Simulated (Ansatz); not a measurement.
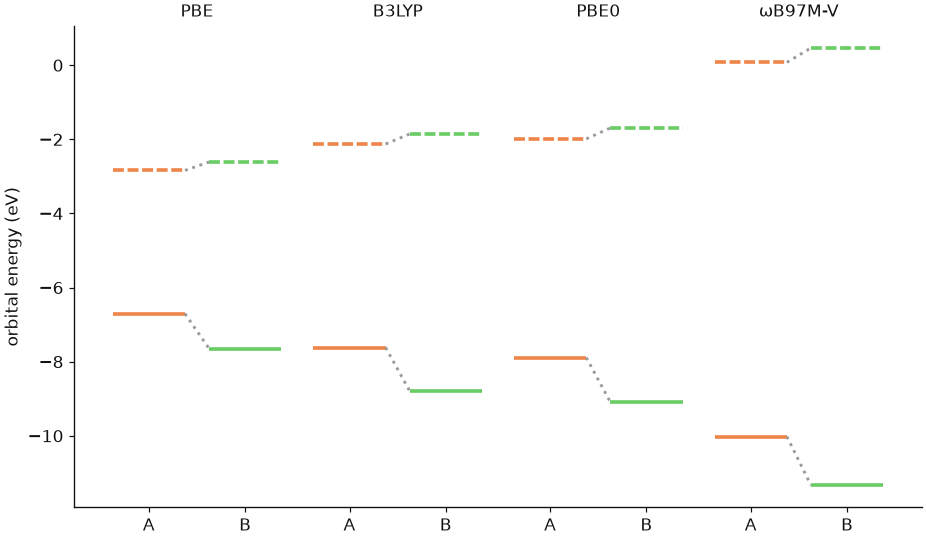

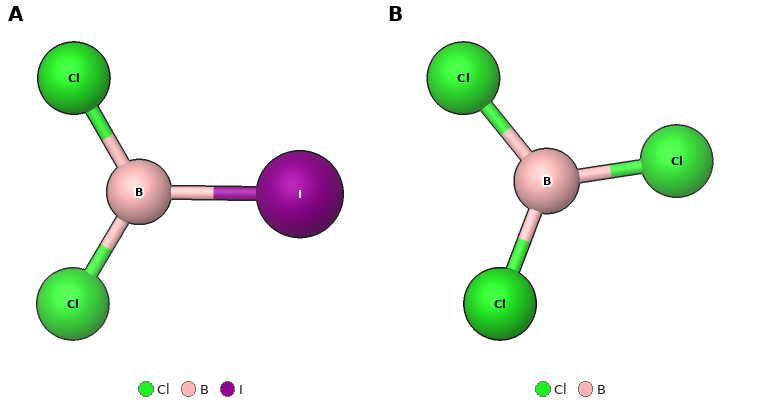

One change: A, BICl₂ (SMILES ClB(Cl)I), becomes B, BCl₃ (SMILES ClB(Cl)Cl). I on B is replaced by Cl. HOMO (solid) and LUMO (dashed) computed in def2-TZVPP at PBE0-D4/def2-TZVP geometries, both minima by their frequencies, gas phase, the Ansatz code. Empty levels above zero depend strongly on the basis.

Q: What does the change do to HOMO and LUMO?

A: PBE: the HOMO falls by 0.94 eV, the LUMO rises by 0.23 eV, and the separation goes from 3.87 to 5.04 eV. B3LYP: the HOMO falls by 1.17 eV, the LUMO rises by 0.27 eV, and the separation goes from 5.49 to 6.94 eV. PBE0: the HOMO falls by 1.20 eV, the LUMO rises by 0.30 eV, and the separation goes from 5.90 to 7.40 eV. ωB97M-V: the HOMO falls by 1.31 eV, the LUMO rises by 0.39 eV, and the separation goes from 10.10 to 11.80 eV.

Q: Do the functionals agree on the effect?

A: They agree on the direction for both levels; the HOMO shift lies between −1.31 and −0.94 eV and the LUMO shift between 0.23 and 0.39 eV, while the separations themselves differ by up to 6.8 eV between functionals.

Known limits of this run: core potentials past krypton; spin-orbit coupling is left out, and with I it can shift these values.
